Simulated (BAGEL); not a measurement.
**C3H6F2 (2,2-difluoropropane): PBE0/def2-SVP (density fitting with cc-pvqz-jkfit)**

What is the energy change on altering one bond length of C3H6F2 (2,2-difluoropropane) at PBE0/def2-SVP (density fitting with cc-pvqz-jkfit)? 

The results are computed with BAGEL 1.2.2.

2 further runs of the same task are left out: 1 that didn't finish, 1 set aside as unsound or not needed.

## (1) The structure to begin with

C3H6F2: 11 atoms, total charge 0, spin state singlet. SMILES: `CC(C)(F)F`. Geometry: relaxed at PBE0-D4/def2-TZVP.

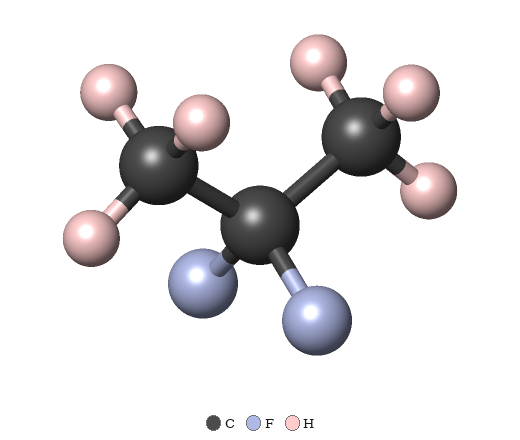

The structure, seen from a chosen angle (carbon dark grey, fluorine light blue, hydrogen pink).

## (2) The energy at PBE0/def2-SVP (density fitting with cc-pvqz-jkfit)

dft.json

```json
{ "bagel": [

{
  "title": "molecule",
  "basis": "svp",
  "df_basis": "cc-pvqz-jkfit",
  "angstrom": true,
  "geometry": [
    { "atom": "C", "xyz": [      -1.159930,       0.446550,       0.389450 ] },
    { "atom": "C", "xyz": [       0.146280,       0.373380,      -0.353350 ] },
    { "atom": "C", "xyz": [       1.016000,      -0.813950,      -0.041740 ] },
    { "atom": "F", "xyz": [      -0.112510,       0.387010,      -1.698960 ] },
    { "atom": "F", "xyz": [       0.858430,       1.517050,      -0.102980 ] },
    { "atom": "H", "xyz": [      -1.698040,       1.343430,       0.081860 ] },
    { "atom": "H", "xyz": [      -0.977310,       0.488910,       1.463490 ] },
    { "atom": "H", "xyz": [      -1.767350,      -0.430500,       0.164670 ] },
    { "atom": "H", "xyz": [       1.279310,      -0.816970,       1.016250 ] },
    { "atom": "H", "xyz": [       1.927250,      -0.757640,      -0.637590 ] },
    { "atom": "H", "xyz": [       0.487880,      -1.737260,      -0.281100 ] }
  ]
},

{ "title": "ks", "xc_func": "pbe0", "charge": 0 },

{ "title": "print", "file": "orbitals.molden", "orbitals": true }

]}
```

Command:

```sh
$ BAGEL_NUM_THREADS=1 BAGEL dft.json > dft.out
```

Output:

```text
* using 1 threads per process

  ===============================================================
  ===============================================================

  *** Geometry ***

  { "atom" : "C", "xyz" : [     -2.191950,      0.843857,      0.735954 ] },
  { "atom" : "C", "xyz" : [      0.276429,      0.705586,     -0.667735 ] },
  { "atom" : "C", "xyz" : [      1.919962,     -1.538143,     -0.078877 ] },
  { "atom" : "F", "xyz" : [     -0.212613,      0.731343,     -3.210569 ] },
  { "atom" : "F", "xyz" : [      1.622198,      2.866809,     -0.194604 ] },
  { "atom" : "H", "xyz" : [     -3.208831,      2.538715,      0.154693 ] },
  { "atom" : "H", "xyz" : [     -1.846848,      0.923906,      2.765595 ] },
  { "atom" : "H", "xyz" : [     -3.339807,     -0.813527,      0.311181 ] },
  { "atom" : "H", "xyz" : [      2.417546,     -1.543850,      1.920434 ] },
  { "atom" : "H", "xyz" : [      3.641975,     -1.431732,     -1.204870 ] },
  { "atom" : "H", "xyz" : [      0.921960,     -3.282946,     -0.531202 ] },

  Number of auxiliary basis functions:      836

  Since a DF basis is specified, we compute 2- and 3-index integrals:
    o Being stored without compression. Storage requirement is 0.067 GB

  Number of basis functions:      100
  Number of electrons      :       42

    * METHOD: MOLECULE                             0.91

  *** Kohn-Sham DFT ***

    * Removing 22585 points whose weight is below 1.00e-10
    * Grid points: 141381

  === Nuclear Repulsion ===
   199.4564668747

       - DIIS with orbital gradients will be used.

  === KS iteration (pbe0 / svp) ===
      0       -262.49972780          0.16262201           0.71
      1       -232.96511316          0.14840480           0.70
      2       -251.05867185          0.18295447           0.69
      3       -293.18508246          0.13945117           0.70
      4       -310.37353233          0.09701425           0.69
      5       -306.55428271          0.12001446           0.68
      6       -308.25568128          0.11143623           0.69
      7       -248.39304975          0.17129105           0.69
      8       -313.92752286          0.06475273           0.70
      9       -316.45738816          0.02890867           0.69
     10       -316.86154830          0.01787211           0.67
     11       -316.95911267          0.01132654           0.66
     12       -317.05412062          0.00275585           0.67
     13       -317.05981147          0.00078917           0.67
     14       -317.06013128          0.00025400           0.67
     15       -317.06016768          0.00004644           0.67
     16       -317.06016883          0.00000935           0.68
     17       -317.06016887          0.00000355           0.68
     18       -317.06016888          0.00000059           0.68
     19       -317.06016888          0.00000020           0.69
     20       -317.06016888          0.00000008           0.68
     21       -317.06016888          0.00000003           0.68
     22       -317.06016888          0.00000001           0.68
    * SCF iteration converged.

    * Permanent dipole moment:
           (    0.243553,     0.621705,    -0.588380) a.u.

    * METHOD: KS                                  16.61

    * METHOD: PRINT                                0.02

  ===============================================================
```

Run time: 18 s. Hardware: 1 thread of Arm Neoverse V2, shared host; peak memory 0.65 GiB.

## (3) The distorted shape at the same level

dft.json

```json
{ "bagel" : [

{
  "title" : "molecule",
  "basis" : "svp",
  "df_basis" : "cc-pvqz-jkfit",
  "angstrom" : "true",
  "geometry" : [
    { "atom" : "C", "xyz" : [      -1.475905,       0.450174,      -0.880148 ] },
    { "atom" : "C", "xyz" : [      -0.169695,       0.377004,      -1.622948 ] },
    { "atom" : "C", "xyz" : [       0.700025,      -0.810326,      -1.311338 ] },
    { "atom" : "F", "xyz" : [      -0.428485,       0.390634,      -2.968558 ] },
    { "atom" : "F", "xyz" : [       0.542455,       1.520674,      -1.372578 ] },
    { "atom" : "H", "xyz" : [      -2.014015,       1.347054,      -1.187738 ] },
    { "atom" : "H", "xyz" : [      -1.293285,       0.492534,       0.193892 ] },
    { "atom" : "H", "xyz" : [      -2.083325,      -0.426876,      -1.104928 ] },
    { "atom" : "H", "xyz" : [       1.279310,      -0.816970,       1.016250 ] },
    { "atom" : "H", "xyz" : [       1.611275,      -0.754016,      -1.907188 ] },
    { "atom" : "H", "xyz" : [       0.171905,      -1.733636,      -1.550698 ] }
  ]
},

{ "title" : "ks", "xc_func" : "pbe0" },

{ "title" : "print", "file" : "orbitals.molden", "orbitals" : "true" }

]}
```

Command:

```sh
$ BAGEL_NUM_THREADS=1 BAGEL dft.json > dft.out
```

Output:

```text
* using 1 threads per process

  ===============================================================
  ===============================================================

  *** Geometry ***

  { "atom" : "C", "xyz" : [     -2.789056,      0.850706,     -1.663239 ] },
  { "atom" : "C", "xyz" : [     -0.320677,      0.712434,     -3.066927 ] },
  { "atom" : "C", "xyz" : [      1.322856,     -1.531294,     -2.478070 ] },
  { "atom" : "F", "xyz" : [     -0.809719,      0.738191,     -5.609762 ] },
  { "atom" : "F", "xyz" : [      1.025091,      2.873657,     -2.593797 ] },
  { "atom" : "H", "xyz" : [     -3.805937,      2.545563,     -2.244500 ] },
  { "atom" : "H", "xyz" : [     -2.443954,      0.930754,      0.366403 ] },
  { "atom" : "H", "xyz" : [     -3.936914,     -0.806679,     -2.088011 ] },
  { "atom" : "H", "xyz" : [      2.417546,     -1.543850,      1.920434 ] },
  { "atom" : "H", "xyz" : [      3.044868,     -1.424884,     -3.604063 ] },
  { "atom" : "H", "xyz" : [      0.324853,     -3.276097,     -2.930395 ] },

  Number of auxiliary basis functions:      836

  Since a DF basis is specified, we compute 2- and 3-index integrals:
    o Being stored without compression. Storage requirement is 0.067 GB

  Number of basis functions:      100
  Number of electrons      :       42

    * METHOD: MOLECULE                             0.95

  *** Kohn-Sham DFT ***

    * Removing 21307 points whose weight is below 1.00e-10
    * Grid points: 142659

  === Nuclear Repulsion ===
   195.9912439032

       - DIIS with orbital gradients will be used.

  === KS iteration (pbe0 / svp) ===
      0       -262.42992994          0.16135810           0.71
      1       -234.33705976          0.13956943           0.70
      2       -252.10010697          0.17989627           0.69
      3       -291.23550111          0.13947610           0.71
      4       -307.21968651          0.10832013           0.70
      5       -300.01429887          0.12651566           0.69
      6       -300.03003155          0.12796672           0.69
      7       -244.26005931          0.16307140           0.69
      8       -311.96681800          0.07615591           0.70
      9       -314.89844890          0.05177333           0.70
     10       -315.74151004          0.03855156           0.71
     11       -316.31849045          0.02283228           0.71
     12       -316.55695247          0.01970077           0.70
     13       -316.85341048          0.00522176           0.71
     14       -316.87204686          0.00174793           0.69
     15       -316.87375643          0.00082940           0.69
     16       -316.87427329          0.00013817           0.70
     17       -316.87428410          0.00003308           0.70
     18       -316.87428499          0.00000739           0.69
     19       -316.87428503          0.00000249           0.70
     20       -316.87428503          0.00000070           0.70
     21       -316.87428503          0.00000026           0.69
     22       -316.87428503          0.00000011           0.70
     23       -316.87428503          0.00000005           0.70
     24       -316.87428503          0.00000006           0.70
     25       -316.87428503          0.00000002           0.71
     26       -316.87428503          0.00000000           0.71
    * SCF iteration converged.

    * Permanent dipole moment:
           (    0.395092,     0.561424,    -0.143863) a.u.

    * METHOD: KS                                  19.76

    * METHOD: PRINT                                0.02

  ===============================================================
```

Run time: 21 s. Hardware: 1 thread of Arm Neoverse V2, shared host; peak memory 0.65 GiB.

## (4) Summary of results

Level: PBE0/def2-SVP (density fitting with cc-pvqz-jkfit).

```
                                                         quantity          value
                                        first shape: total energy  -317.06017 Eh
                                       first shape: dipole moment         2.26 D
                                         first shape: HOMO energy       -9.33 eV
                                         first shape: LUMO energy        1.86 eV
                                       first shape: HOMO–LUMO gap       11.19 eV
                                    distorted shape: total energy  -316.87429 Eh
                                   distorted shape: dipole moment         1.78 D
                                     distorted shape: HOMO energy       -7.79 eV
                                     distorted shape: LUMO energy       -3.60 eV
                                   distorted shape: HOMO–LUMO gap        4.19 eV
energy change with the C3–H9 bond stretched from 1.090 to 2.399 Å       5.058 eV
```

What this shows: With the C3–H9 bond stretched from 1.090 to 2.399 Å the energy rises by 5.06 eV (117 kcal/mol). The first shape isn't relaxed at this level, so the change isn't measured from a minimum. A restricted reference can't describe the breaking bond well at this length.
